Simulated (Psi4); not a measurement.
## Geometry relaxation of BHBr (part 3 of 3)

Continued. System: BHBr, multiplicity 2. Method: r2SCAN-3c/def2-mTZVPP, UKS (Psi4 1.11). The geometry comes from this level: PBE0-D4/def2-TZVP.

Geometry of the input (Å):
```
B  -0.0945  -0.5230  -0.1157
Br 1.1810  0.5632  0.7098
H  -1.0974  -0.1050  -0.6073
```

## Log, continued
```
	----------------------------------------------------------------------------------------------
	   Step    Total Energy     Delta E     Max Force     RMS Force      Max Disp      RMS Disp
	----------------------------------------------------------------------------------------------
	  Convergence Criteria     1.00e-06 *    3.00e-04 *             o    1.20e-03 *             o
	----------------------------------------------------------------------------------------------
	     2   -2599.51758085   -2.86e-05      3.51e-04      2.44e-04 o    2.24e-03      1.50e-03 o  ~
	----------------------------------------------------------------------------------------------

Next Geometry in Ang
	Fragment 1 (Ang)

	    B  -1.3138145038  -0.9570785807   0.0000000000
	   Br   0.2138928119   0.1406096295   0.0000000000
	    H  -2.4284043737  -0.5370155012   0.0000000000

    Structure for next step:
    Molecular point group: cs
    Full point group: Cs

    Geometry (in Angstrom), charge = 0, multiplicity = 2:

    B           -1.313467811401    -0.957284113277     0.000000000000
    BR           0.214239504294     0.140404096969     0.000000000000
    H           -2.428057681264    -0.537221033793     0.000000000000

gradient() will perform analytic gradient computation.

  ==> Geometry <==

    Molecular point group: cs
    Full point group: Cs

    Geometry (in Angstrom), charge = 0, multiplicity = 2:

       Center              X                  Y                   Z               Mass
    ------------   -----------------  -----------------  -----------------  -----------------
         B           -1.313467811401    -0.957284113277     0.000000000000    11.009305360000
         BR           0.214239504294     0.140404096969     0.000000000000    78.918337600000
         H           -2.428057681264    -0.537221033793     0.000000000000     1.007825032230

  Running in cs symmetry.

  Rotational constants: A =     19.95125  B =      0.42519  C =      0.41631 [cm^-1]
  Rotational constants: A = 598123.34288  B =  12746.78160  C =  12480.79963 [MHz]
  Nuclear repulsion =   58.238953927114828

  Charge       = 0
  Multiplicity = 2
  Electrons    = 41
  Nalpha       = 21
  Nbeta        = 20

   => Molecular Quadrature <=

    Radial Scheme          =       TREUTLER
    Pruning Scheme         =           NONE
    Nuclear Scheme         =       TREUTLER

    Blocking Scheme        =         OCTREE
    BS radius alpha        =              1
    Pruning alpha          =              1
    Radial Points          =             75
    Spherical Points       =            302
    Total Points           =          65023
    Total Blocks           =            557
    Max Points             =            256
    Max Functions          =             60
    Weights Tolerance      =       1.00E-15

   => Auxiliary Basis Set <=

  Basis Set: (DEF2-MTZVPP AUX)
    Blend: DEF2-UNIVERSAL-JKFIT
    Number of shells: 91
    Number of basis functions: 359
    Number of Cartesian functions: 480
    Spherical Harmonics?: true
    Max angular momentum: 5

  Cached 100.0% of DFT collocation blocks in 0.222 [GiB].

  Minimum eigenvalue in the overlap matrix is 1.3185475663E-02.
  Reciprocal condition number of the overlap matrix is 2.9532001141E-03.
    Using symmetric orthogonalization.

  ==> Iterations <==

                           Total Energy        Delta E     RMS |[F,P]|

   @DF-UKS iter   0: -2599.51734853915741   -2.59952e+03   5.25235e-05
   @DF-UKS iter   1: -2599.51758102838494   -2.32489e-04   6.58523e-06 DIIS
   @DF-UKS iter   2: -2599.51758095841114    6.99738e-08   1.07201e-05 DIIS
   @DF-UKS iter   3: -2599.51758109866523   -1.40254e-07   1.41972e-06 DIIS
   @DF-UKS iter   4: -2599.51758110098854   -2.32330e-09   4.05309e-07 DIIS
   @DF-UKS iter   5: -2599.51758110122591   -2.37378e-10   1.58817e-07 DIIS
   @DF-UKS iter   6: -2599.51758110126957   -4.36557e-11   1.46969e-08 DIIS
   @DF-UKS iter   7: -2599.51758110127003   -4.54747e-13   2.68645e-09 DIIS
  Energy and wave function converged.

  ==> Post-Iterations <==

   Electrons on quadrature grid:
      Nalpha   =   20.9999997285 ; deviation = -2.715e-07
      Nbeta    =   19.9999997196 ; deviation = -2.804e-07
      Ntotal   =   40.9999994481 ; deviation = -5.519e-07

   @Spin Contamination Metric:   3.662534850E-03
   @S^2 Expected:                7.500000000E-01
   @S^2 Observed:                7.536625348E-01
   @S   Expected:                5.000000000E-01
   @S   Observed:                5.000000000E-01

    Orbital Energies [Eh]
    ---------------------

    Alpha Occupied:

       1Ap  -482.247374     2Ap   -62.325886     3Ap   -56.105756
       1App  -56.104373     4Ap   -56.103611     5Ap    -8.656539
       6Ap    -6.713105     7Ap    -6.459515     2App   -6.453683
       8Ap    -6.450459     9Ap    -2.558354     3App   -2.556972
      10Ap    -2.554721     4App   -2.550251    11Ap    -2.550051
      12Ap    -0.774094    13Ap    -0.481394    14Ap    -0.377400
       5App   -0.318392    15Ap    -0.313646    16Ap    -0.196044

    Alpha Virtual:

       6App   -0.112452    17Ap     0.033554    18Ap     0.069193
      19Ap     0.128076    20Ap     0.140406     7App    0.155036
      21Ap     0.180060    22Ap     0.260843    23Ap     0.290085
       8App    0.295087     9App    0.432880    24Ap     0.432934
      10App    0.456814    25Ap     0.516586    26Ap     0.624459
      27Ap     0.718410    28Ap     0.779387    29Ap     0.882797
      11App    0.906904    30Ap     0.957404    31Ap     1.017493
      12App    1.317905    32Ap     1.420911    13App    1.499514
      33Ap     1.617396    34Ap     1.646933    14App    1.684625
      35Ap     1.839236    36Ap     2.038847    15App    2.193381
      37Ap     2.229469    16App    2.651264    38Ap     2.651482
      17App    2.737858    39Ap     2.769283    40Ap     2.928755
      41Ap     3.041690    42Ap     7.217798    43Ap    13.474102

    Beta Occupied:

       1Ap  -482.247097     2Ap   -62.325793     3Ap   -56.105488
       1App  -56.104402     4Ap   -56.103165     5Ap    -8.656257
       6Ap    -6.701303     7Ap    -6.459147     2App   -6.453627
       8Ap    -6.449841     9Ap    -2.557997     3App   -2.556770
      10Ap    -2.553909     4App   -2.549794    11Ap    -2.549492
      12Ap    -0.770256    13Ap    -0.460749    14Ap    -0.366531
       5App   -0.316431    15Ap    -0.298224

    Beta Virtual:

       6App   -0.079853    16Ap    -0.074812    17Ap     0.050663
      18Ap     0.079848    19Ap     0.150540     7App    0.171708
      20Ap     0.180085    21Ap     0.207445    22Ap     0.273541
      23Ap     0.300920     8App    0.301902    24Ap     0.436613
       9App    0.436668    10App    0.464061    25Ap     0.539343
      26Ap     0.638732    27Ap     0.748427    28Ap     0.818020
      11App    0.938175    29Ap     0.948236    30Ap     0.978921
      31Ap     1.048704    12App    1.367599    32Ap     1.490315
      13App    1.540286    33Ap     1.624933    34Ap     1.665108
      14App    1.705319    35Ap     1.883618    36Ap     2.070645
      15App    2.205017    37Ap     2.256394    38Ap     2.655115
      16App    2.655187    17App    2.740795    39Ap     2.777540
      40Ap     2.935853    41Ap     3.059114    42Ap     7.219108
      43Ap    13.472792

    Final Occupation by Irrep:
             Ap   App
    DOCC [    15,    5 ]
    SOCC [     1,    0 ]
    NA   [    16,    5 ]
    NB   [    15,    5 ]

  @DF-UKS Final Energy: -2599.51758110127003

   => Energetics <=

    Nuclear Repulsion Energy =             58.2389539271148280
    One-Electron Energy =               -3730.9456107035152854
    Two-Electron Energy =                1168.8726142523228191
    DFT Exchange-Correlation Energy =     -95.6848784652922149
    Empirical Dispersion Energy =           0.0013398880998588
    VV10 Nonlocal Energy =                  0.0000000000000000
    Total Energy =                      -2599.5175811012700251

  UHF NO Occupations:
  HONO-2 :   15 Ap 1.9992966
  HONO-1 :    5App 1.9992524
  HONO-0 :   16 Ap 1.0000000
  LUNO+0 :    6App 0.0007476
  LUNO+1 :   17 Ap 0.0007034
  LUNO+2 :   18 Ap 0.0002653
  LUNO+3 :   19 Ap 0.0001017

Computation Completed

Properties will be evaluated at   0.000000,   0.000000,   0.000000 [a0]

Properties computed using the SCF density matrix

 Multipole Moments:

 ------------------------------------------------------------------------------------
     Multipole            Electronic (a.u.)      Nuclear  (a.u.)        Total (a.u.)
 ------------------------------------------------------------------------------------

 L = 1.  Multiply by 2.5417464519 to convert [e a0] to [Debye]
 Dipole X            :          2.7006175           -2.8289466           -0.1283292
 Dipole Y            :          0.9276242           -0.7738395            0.1537848
 Dipole Z            :          0.0000000            0.0000000            0.0000000
 Magnitude           :                                                    0.2002951

 ------------------------------------------------------------------------------------

	total time  =          3 seconds =       0.05 minutes

         ------------------------------------------------------------
                                   SCF GRAD
         ------------------------------------------------------------

  ==> Geometry <==

    Molecular point group: cs
    Full point group: Cs

    Geometry (in Angstrom), charge = 0, multiplicity = 2:

       Center              X                  Y                   Z               Mass
    ------------   -----------------  -----------------  -----------------  -----------------
         B           -1.313467811401    -0.957284113277     0.000000000000    11.009305360000
         BR           0.214239504294     0.140404096969     0.000000000000    78.918337600000
         H           -2.428057681264    -0.537221033793     0.000000000000     1.007825032230

  Nuclear repulsion =   58.238953927114828

   => Molecular Quadrature <=

    Radial Scheme          =       TREUTLER
    Pruning Scheme         =           NONE
    Nuclear Scheme         =       TREUTLER

    Blocking Scheme        =         OCTREE
    BS radius alpha        =              1
    Pruning alpha          =              1
    Radial Points          =             75
    Spherical Points       =            302
    Total Points           =          65023
    Total Blocks           =            557
    Max Points             =            256
    Max Functions          =             60
    Weights Tolerance      =       1.00E-15

  -Total Gradient:
     Atom            X                  Y                   Z
    ------   -----------------  -----------------  -----------------
       1       -0.000773574507    -0.000197502653     0.000000000000
       2       -0.000533336618    -0.000691527017     0.000000000000
       3       -0.000682995137    -0.000093905938     0.000000000000

	total time  =          1 seconds =       0.02 minutes

    			-----------------------------------------

    			 OPTKING 3.0: for geometry optimizations

    			        with contributions from

    			-----------------------------------------

	                            ===> Fragment 1 <==

	 Z (Atomic Numbers)          Masses                          Geom
	       5.000000            11.009305         -2.48209444 -1.80900480  0.00000000
	      35.000000            78.918338          0.40485399  0.26532529  0.00000000
	       1.000000             1.007825         -4.58836403 -1.01520062  0.00000000

	 - Coordinate -           - BOHR/RAD -       - ANG/DEG -
	 R(1,2)           =         3.554900           1.881172
	 R(1,3)           =         2.250888           1.191119
	 B(2,1,3)         =         2.158130         123.651737

	        --- Internal Coordinate Step in ANG or DEG, aJ/ANG or AJ/DEG ---
	-------------------------------------------------------------------------------
	           Coordinate      Previous         Force          Change          New
	           ----------      --------        ------          ------        ------
	               R(1,2)       1.88117        0.00025        0.00014       1.88131
	               R(1,3)       1.19112        0.00016        0.00005       1.19117
	             B(2,1,3)     123.65174       -0.00001       -0.05779     123.59395
	-------------------------------------------------------------------------------

	                                 ==> Convergence Check <==

	Measures of convergence in internal coordinates in au.

	Criteria marked as inactive (o), active & met (*), and active & unmet ( ).

	----------------------------------------------------------------------------------------------
	   Step    Total Energy     Delta E     Max Force     RMS Force      Max Disp      RMS Disp
	----------------------------------------------------------------------------------------------
	  Convergence Criteria     1.00e-06 *    3.00e-04 *             o    1.20e-03 *             o
	----------------------------------------------------------------------------------------------
	     3   -2599.51758110   -2.50e-07 *    1.14e-04 *    6.93e-05 o    1.01e-03 *    6.04e-04 o  ~
	----------------------------------------------------------------------------------------------

Next Geometry in Ang
	Fragment 1 (Ang)

	    B  -1.3134658562  -0.9577365219   0.0000000000
	   Br   0.2139949381   0.1405319042   0.0000000000
	    H  -2.4278150703  -0.5368964324   0.0000000000

    Final optimized geometry and variables:
    Molecular point group: cs
    Full point group: Cs

    Geometry (in Angstrom), charge = 0, multiplicity = 2:

    B           -1.313467811401    -0.957284113277     0.000000000000
    BR           0.214239504294     0.140404096969     0.000000000000
    H           -2.428057681264    -0.537221033793     0.000000000000

[set-up sections that repeat, and orbital energies of the middle runs, are left out above]
```

## Standard output
```
Some dependencies such as QCElemental have not yet finished migration to pydantic v2. If issues are encountered please downgrade pydantic or upgrade QCElemental as appropriate
Optimizer: Optimization complete!
E = -2599.517581101
3
0 2 BBrH
B                    -1.313467811401    -0.957284113277     0.000000000000
Br                    0.214239504294     0.140404096969     0.000000000000
H                    -2.428057681264    -0.537221033793     0.000000000000
```

## Trajectory as extended XYZ (Å, eV, eV/Å), 3 frames, from step=0 to step=2
```
3
Properties=species:S:1:pos:R:3:forces:R:3 step=0 energy=-70736.47617
B    -0.0945   -0.5230   -0.1157   -0.1775  -0.1084  -0.1096
Br    1.1810    0.5632    0.7098    0.2092   0.1805   0.1356
H    -1.0974   -0.1050   -0.6073    0.0534  -0.0234   0.0260
3
Properties=species:S:1:pos:R:3:forces:R:3 step=1 energy=-70736.47695
B    -0.1044   -0.5261   -0.1214    0.0249  -0.0024   0.0132
Br    1.1825    0.5637    0.7107    0.0274   0.0439   0.0203
H    -1.1066   -0.1102   -0.6130    0.0352   0.0086   0.0201
3
Properties=species:S:1:pos:R:3:forces:R:3 step=2 energy=-70736.47695
B    -0.1042   -0.5274   -0.1215    0.0345   0.0101   0.0199
Br    1.1825    0.5639    0.7107    0.0223   0.0353   0.0164
H    -1.1059   -0.1098   -0.6125    0.0306   0.0048   0.0172
```

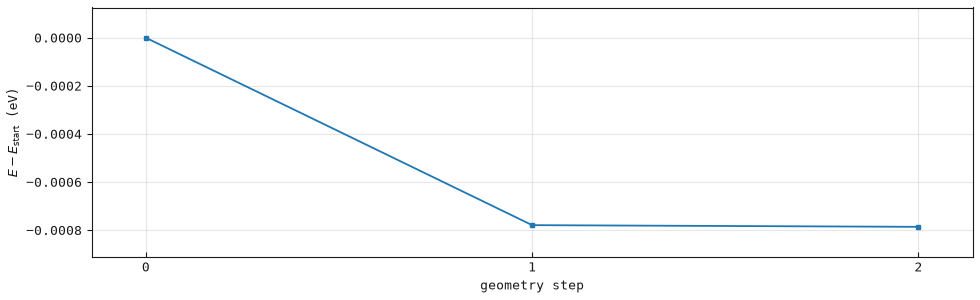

Fig. 1: Progress of the relaxation, step by step (steps are counted from 0). After 2 geometry steps the energy has fallen by 0.001 eV. Largest force component: 0.21 eV/Å at the start, 0.035 eV/Å at the end. Br2 moves most after the best rigid fit: 0.009 Å. By element the largest moves are Br 0.009 Å, B 0.005 Å, H 0.004 Å. Distances before and after: B1–Br2 1.868 → 1.881 Å. (Atoms are counted from 1 in the order of the input.)

## Key numbers

```tsv
quantity	value
outcome	converged
total energy	−2599.517581 hartree
dispersion energy	−0.000376 hartree
⟨S²⟩	0.754
dipole moment	0.51 D
wall time	17 s
peak memory	0.48 GiB
```
